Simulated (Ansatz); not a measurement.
Cost and result by functional for the surface energy of the (10-12) surface of hcp Mg in its 1x1 cell, outermost plane spacing 0.63 Å in the ideal cut (one of several cuts of this face), in Ansatz (plane waves, PAW). Single points on the PBE structure, on one kind of machine; costs are rough ratios of the slab run's core time (references not counted) to the cheapest single point. r2SCAN's cost holds its higher cutoff (500 against 420 eV). Differences are taken against r2SCAN for comparison alone: no measured value is at hand, so the table doesn't rank accuracy.

Model: 12-atom slab, 10.1 Å thick at the start (thin: gaps and levels are the slab's own), 12x5x1 mesh, Fermi-Dirac 0.1 eV, dipole correction, all atoms relaxed; start symmetry kept, larger cells not searched; no spin, no spin-orbit, no U. These notes are the PBE run's.

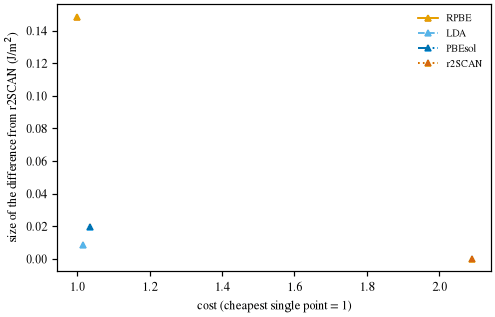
Difference from r2SCAN against cost

```
functional                     relative cost  surface energy (J/m²)  less r2SCAN (J/m²)
-----------------------------  -------------  ---------------------  ------------------
RPBE                                       1                   0.67               -0.15
LDA                                        1                   0.81               -0.01
PBEsol                                     1                   0.80               -0.02
r2SCAN                                     2                   0.82                0.00
PBE (the relaxed run's value)              –                   0.73               -0.09
```

The values span 0.15 J/m², while the single points' costs differ by a factor of roughly 2. Differences are of unrounded values.

Ansatz is a program for electronic structure.
